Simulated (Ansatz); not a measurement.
SiN$_{3}$H$_{7}$O: molecular dynamics (part 2 of 2)

Continued. System: SiN$_{3}$H$_{7}$O, SMILES N[Si](N)(N)O. Method: RKS PBE-d3bjatm/def2-SVP (Ansatz 0.2.0). The geometry comes from this level: PBE0-D4/def2-TZVP.

Geometry of the input (Å):
```
N  -0.8050  1.3997  -0.2284
Si 0.1180  0.0166  0.1528
N  -0.8956  -0.9512  1.1250
N  0.7104  -0.4833  -1.3829
O  1.4554  0.1346  1.1132
H  -1.3780  1.8306  0.4773
H  -0.4872  2.0631  -0.9145
H  -1.8140  -1.2238  0.8218
H  -0.4988  -1.6024  1.7803
H  0.0767  -0.5140  -2.1655
H  1.3716  -1.2418  -1.4329
H  2.2234  0.5168  0.6876
```

Trajectory as extended XYZ, continued:
```
12
Properties=species:S:1:pos:R:3:forces:R:3 step=5 time_fs=2.5 energy=-14492.89390 temperature=398.8
N    -0.7990    1.3694   -0.2253   -0.0358   0.6973  -1.4627
Si    0.1210    0.0191    0.1553   -0.3719  -0.3334  -0.5152
N    -0.8911   -0.9285    1.1248   -2.4550  -3.0128   1.2915
N     0.6959   -0.4658   -1.3737    1.6599  -0.3286   0.4507
O     1.4463    0.1339    1.1051    1.0830  -0.0650   1.1979
H    -1.3207    1.8395    0.4626   -1.0568   0.7559   1.4147
H    -0.4839    2.0398   -0.9205    0.1466   0.0557  -0.2685
H    -1.8795   -1.2706    0.7958    2.3765   0.9217   0.6404
H    -0.4761   -1.6819    1.7632   -0.6245   1.3283  -1.0838
H     0.2196   -0.5398   -2.2207   -1.7768   0.3832  -1.8787
H     1.3150   -1.2590   -1.4259    0.8068  -0.5324   0.4367
H     2.2337    0.5043    0.6924    0.2480   0.1302  -0.2231
12
Properties=species:S:1:pos:R:3:forces:R:3 step=6 time_fs=3.0 energy=-14492.89156 temperature=395.7
N    -0.7977    1.3634   -0.2254   -0.4076   1.3038  -1.2337
Si    0.1216    0.0195    0.1557   -0.3970  -0.4114  -0.5004
N    -0.8913   -0.9252    1.1253   -2.4913  -3.2067   1.3636
N     0.6938   -0.4622   -1.3714    1.4892  -0.7530  -0.5131
O     1.4449    0.1337    1.1041    1.3943   0.0431   1.1346
H    -1.3175    1.8472    0.4704   -0.7347   0.4753   1.0114
H    -0.4818    2.0367   -0.9245    0.0856  -0.0870  -0.1307
H    -1.8789   -1.2749    0.7943    2.4115   0.9786   0.6368
H    -0.4750   -1.6907    1.7539   -0.6410   1.4222  -1.1076
H     0.2348   -0.5431   -2.2470   -1.3454   0.4990  -1.0531
H     1.3099   -1.2673   -1.4223    0.6320  -0.2824   0.4999
H     2.2391    0.5035    0.6910    0.0044   0.0185  -0.1078
12
Properties=species:S:1:pos:R:3:forces:R:3 step=8 time_fs=4.0 energy=-14492.89091 temperature=394.2
N    -0.7955    1.3523   -0.2262   -1.2462   2.5773  -0.5813
Si    0.1225    0.0203    0.1563   -0.4616  -0.5777  -0.3975
N    -0.8929   -0.9202    1.1270   -2.1913  -3.0800   1.3460
N     0.6904   -0.4557   -1.3673    1.2249  -1.6365  -2.5472
O     1.4426    0.1333    1.1024    1.9447   0.2279   1.0162
H    -1.3154    1.8652    0.4920    0.0083  -0.2166   0.0277
H    -0.4772    2.0296   -0.9333   -0.0311  -0.3199   0.1228
H    -1.8606   -1.2763    0.7957    1.9798   0.9197   0.4746
H    -0.4771   -1.6983    1.7273   -0.5041   1.2992  -0.8890
H     0.2565   -0.5459   -2.3047   -0.4987   0.6970   0.7786
H     1.3036   -1.2852   -1.4113    0.2094   0.2858   0.5527
H     2.2494    0.5017    0.6877   -0.4340  -0.1761   0.0964
12
Properties=species:S:1:pos:R:3:forces:R:3 step=9 time_fs=4.5 energy=-14492.86939 temperature=377.6
N    -0.7946    1.3474   -0.2268   -1.6113   3.1150  -0.2693
Si    0.1229    0.0206    0.1566   -0.4990  -0.6598  -0.3237
N    -0.8943   -0.9185    1.1282   -1.8365  -2.7403   1.2765
N     0.6890   -0.4528   -1.3658    1.1838  -2.0057  -3.3416
O     1.4419    0.1332    1.1019    2.1309   0.2836   0.9799
H    -1.3147    1.8739    0.5035    0.3234  -0.5277  -0.4125
H    -0.4749    2.0251   -0.9373   -0.0759  -0.3900   0.2136
H    -1.8441   -1.2736    0.7983    1.4926   0.7912   0.3047
H    -0.4802   -1.6973    1.7107   -0.3490   1.0746  -0.6552
H     0.2651   -0.5449   -2.3319   -0.1961   0.7562   1.5228
H     1.3015   -1.2936   -1.4038    0.0160   0.5406   0.5422
H     2.2532    0.5003    0.6863   -0.5787  -0.2377   0.1626
12
Properties=species:S:1:pos:R:3:forces:R:3 step=10 time_fs=5.0 energy=-14492.83261 temperature=349.3
N    -0.7941    1.3429   -0.2274   -1.9045   3.5327  -0.0051
Si    0.1233    0.0208    0.1568   -0.5367  -0.7359  -0.2477
N    -0.8960   -0.9173    1.1296   -1.3303  -2.2063   1.1887
N     0.6879   -0.4502   -1.3649    1.1868  -2.2897  -3.9139
O     1.4415    0.1331    1.1014    2.2356   0.3073   0.9660
H    -1.3133    1.8813    0.5141    0.5644  -0.7752  -0.7658
H    -0.4728    2.0196   -0.9409   -0.1067  -0.4212   0.2694
H    -1.8239   -1.2691    0.8016    0.8075   0.5867   0.0648
H    -0.4840   -1.6937    1.6925   -0.1363   0.7397  -0.3471
H     0.2732   -0.5420   -2.3554    0.0140   0.7850   2.0848
H     1.2994   -1.3006   -1.3950   -0.1404   0.7446   0.5099
H     2.2556    0.4983    0.6852   -0.6534  -0.2676   0.1960
12
Properties=species:S:1:pos:R:3:forces:R:3 step=11 time_fs=5.5 energy=-14492.78334 temperature=311.3
N    -0.7939    1.3391   -0.2280   -2.1178   3.8129   0.2041
Si    0.1236    0.0210    0.1570   -0.5718  -0.8020  -0.1795
N    -0.8980   -0.9165    1.1312   -0.6775  -1.4896   1.1039
N     0.6869   -0.4480   -1.3647    1.2103  -2.4765  -4.2612
O     1.4415    0.1330    1.1011    2.2517   0.2973   0.9766
H    -1.3105    1.8868    0.5228    0.7243  -0.9465  -1.0183
H    -0.4709    2.0131   -0.9438   -0.1217  -0.4119   0.2860
H    -1.8018   -1.2631    0.8051   -0.0670   0.3058  -0.2472
H    -0.4882   -1.6883    1.6735    0.1277   0.3041   0.0195
H     0.2814   -0.5373   -2.3739    0.1434   0.7860   2.4631
H     1.2970   -1.3058   -1.3850   -0.2497   0.8844   0.4590
H     2.2565    0.4957    0.6847   -0.6518  -0.2640   0.1940
12
Properties=species:S:1:pos:R:3:forces:R:3 step=12 time_fs=6.0 energy=-14492.72648 temperature=267.8
N    -0.7940    1.3360   -0.2286   -2.2507   3.9498   0.3574
Si    0.1239    0.0211    0.1573   -0.6010  -0.8539  -0.1284
N    -0.9001   -0.9159    1.1330    0.0790  -0.6390   1.0408
N     0.6861   -0.4463   -1.3652    1.2348  -2.5621  -4.3943
O     1.4418    0.1330    1.1010    2.1789   0.2545   1.0118
H    -1.3060    1.8901    0.5290    0.8035  -1.0375  -1.1664
H    -0.4694    2.0056   -0.9460   -0.1203  -0.3629   0.2625
H    -1.7799   -1.2565    0.8079   -1.0742  -0.0341  -0.6170
H    -0.4921   -1.6822    1.6545    0.4254  -0.2031   0.4158
H     0.2899   -0.5308   -2.3865    0.2056   0.7635   2.6681
H     1.2940   -1.3089   -1.3740   -0.3071   0.9523   0.3932
H     2.2558    0.4925    0.6846   -0.5738  -0.2276   0.1565
12
Properties=species:S:1:pos:R:3:forces:R:3 step=14 time_fs=7.0 energy=-14492.64530 temperature=207.1
N    -0.7954    1.3317   -0.2296   -2.2801   3.8035   0.4869
Si    0.1243    0.0211    0.1576   -0.6301  -0.9034  -0.1054
N    -0.9040   -0.9149    1.1372    1.4374   0.9939   0.9841
N     0.6853   -0.4441   -1.3684    1.2530  -2.4352  -4.0496
O     1.4433    0.1330    1.1012    1.7998   0.0881   1.1449
H    -1.2912    1.8892    0.5331    0.7325  -0.9736  -1.1478
H    -0.4671    1.9882   -0.9488   -0.0724  -0.1646   0.1074
H    -1.7462   -1.2442    0.8083   -2.8897  -0.6783  -1.3226
H    -0.4960   -1.6728    1.6205    0.9733  -1.1850   1.1049
H     0.3084   -0.5122   -2.3925    0.1608   0.6623   2.5775
H     1.2858   -1.3083   -1.3491   -0.2639   0.8651   0.2312
H     2.2507    0.4845    0.6854   -0.2205  -0.0729  -0.0115
12
Properties=species:S:1:pos:R:3:forces:R:3 step=15 time_fs=7.5 energy=-14492.66368 temperature=221.6
N    -0.7967    1.3306   -0.2299   -2.1770   3.5347   0.4449
Si    0.1244    0.0210    0.1578   -0.6264  -0.8983  -0.1404
N    -0.9057   -0.9143    1.1395    1.7157   1.4476   0.9438
N     0.6851   -0.4437   -1.3711    1.2519  -2.2343  -3.5661
O     1.4445    0.1331    1.1015    1.5302  -0.0196   1.2296
H    -1.2811    1.8851    0.5309    0.5880  -0.8161  -0.9775
H    -0.4662    1.9787   -0.9496   -0.0317  -0.0318  -0.0092
H    -1.7387   -1.2401    0.8041   -3.2799  -0.8280  -1.4917
H    -0.4948   -1.6717    1.6070    1.1219  -1.4893   1.2856
H     0.3183   -0.5005   -2.3861    0.0564   0.5902   2.2656
H     1.2807   -1.3048   -1.3358   -0.1692   0.7151   0.1422
H     2.2470    0.4801    0.6858    0.0199   0.0299  -0.1268
12
Properties=species:S:1:pos:R:3:forces:R:3 step=16 time_fs=8.0 energy=-14492.73405 temperature=274.8
N    -0.7984    1.3301   -0.2302   -1.9950   3.1518   0.3121
Si    0.1244    0.0208    0.1580   -0.6102  -0.8741  -0.2051
N    -0.9071   -0.9133    1.1420    1.5918   1.4893   0.8579
N     0.6852   -0.4436   -1.3744    1.2609  -1.9581  -2.8587
O     1.4459    0.1332    1.1021    1.2455  -0.1279   1.3114
H    -1.2696    1.8791    0.5264    0.3756  -0.5740  -0.6972
H    -0.4655    1.9692   -0.9505    0.0138   0.1083  -0.1360
H    -1.7391   -1.2381    0.7964   -3.1343  -0.7917  -1.4461
H    -0.4910   -1.6743    1.5967    1.1284  -1.5712   1.3054
H     0.3283   -0.4873   -2.3743   -0.1084   0.5090   1.7501
H     1.2751   -1.2996   -1.3221   -0.0344   0.5047   0.0521
H     2.2435    0.4758    0.6860    0.2661   0.1338  -0.2460
12
Properties=species:S:1:pos:R:3:forces:R:3 step=18 time_fs=9.0 energy=-14492.91450 temperature=410.2
N    -0.8028    1.3306   -0.2307   -1.4183   2.1382  -0.2616
Si    0.1244    0.0202    0.1582   -0.5498  -0.7789  -0.3971
N    -0.9091   -0.9108    1.1474    0.4794   0.4569   0.5716
N     0.6861   -0.4445   -1.3824    1.3805  -1.2795  -0.7614
O     1.4493    0.1332    1.1037    0.7744  -0.2895   1.4040
H    -1.2445    1.8637    0.5133   -0.2099   0.1328   0.1594
H    -0.4637    1.9513   -0.9535    0.0917   0.3562  -0.3570
H    -1.7609   -1.2391    0.7711   -1.5702  -0.2888  -0.7844
H    -0.4754   -1.6902    1.5850    0.7115  -1.0539   0.9111
H     0.3470   -0.4576   -2.3399   -0.6320   0.3502   0.0686
H     1.2642   -1.2862   -1.2946    0.3065  -0.0311  -0.1248
H     2.2388    0.4684    0.6843    0.6361   0.2874  -0.4283
12
Properties=species:S:1:pos:R:3:forces:R:3 step=19 time_fs=9.5 energy=-14492.94183 temperature=430.9
N    -0.8054    1.3314   -0.2309   -1.0640   1.5872  -0.6737
Si    0.1243    0.0198    0.1583   -0.5124  -0.7152  -0.5045
N    -0.9099   -0.9093    1.1503   -0.1725  -0.3426   0.4256
N     0.6869   -0.4453   -1.3866    1.5070  -0.9500   0.5347
O     1.4512    0.1332    1.1049    0.6512  -0.3188   1.3854
H    -1.2324    1.8561    0.5067   -0.5332   0.5468   0.6711
H    -0.4626    1.9435   -0.9562    0.1103   0.4404  -0.4196
H    -1.7785   -1.2410    0.7552   -0.5594   0.0275  -0.3241
H    -0.4648   -1.7024    1.5827    0.3638  -0.5747   0.5934
H     0.3545   -0.4414   -2.3213   -0.9666   0.2947  -1.0157
H     1.2597   -1.2792   -1.2812    0.4778  -0.3076  -0.2129
H     2.2385    0.4657    0.6820    0.6980   0.3122  -0.4596
12
Properties=species:S:1:pos:R:3:forces:R:3 step=20 time_fs=10.0 energy=-14492.90662 temperature=405.1
N    -0.8081    1.3325   -0.2313   -0.7187   1.0861  -1.0986
Si    0.1242    0.0194    0.1584   -0.4748  -0.6454  -0.6040
N    -0.9107   -0.9080    1.1533   -0.7164  -1.1303   0.3039
N     0.6879   -0.4462   -1.3908    1.6498  -0.6787   1.8063
O     1.4532    0.1331    1.1063    0.6238  -0.3065   1.3130
H    -1.2215    1.8497    0.5018   -0.8204   0.9354   1.1491
H    -0.4612    1.9368   -0.9599    0.1084   0.4883  -0.4348
H    -1.7975   -1.2429    0.7385    0.3642   0.3028   0.1169
H    -0.4533   -1.7160    1.5819   -0.0052  -0.0621   0.2701
H     0.3596   -0.4245   -2.3051   -1.2907   0.2662  -2.0779
H     1.2563   -1.2730   -1.2683    0.6224  -0.5506  -0.3050
H     2.2399    0.4637    0.6786    0.6577   0.2948  -0.4389
```

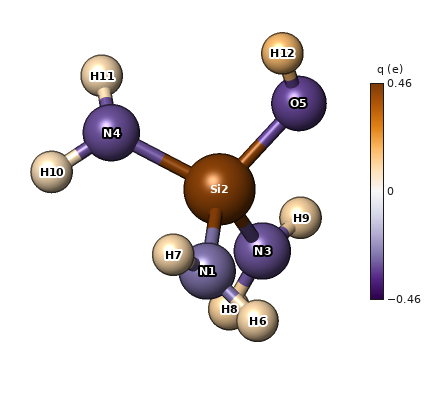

Mulliken charges, as the colour of each atom (ball-and-stick view, seen at a tilt; atoms are numbered from 1 in the order of the input). By element: N −0.31 to −0.27, Si +0.44, O −0.33 and H +0.09 to +0.17 e.
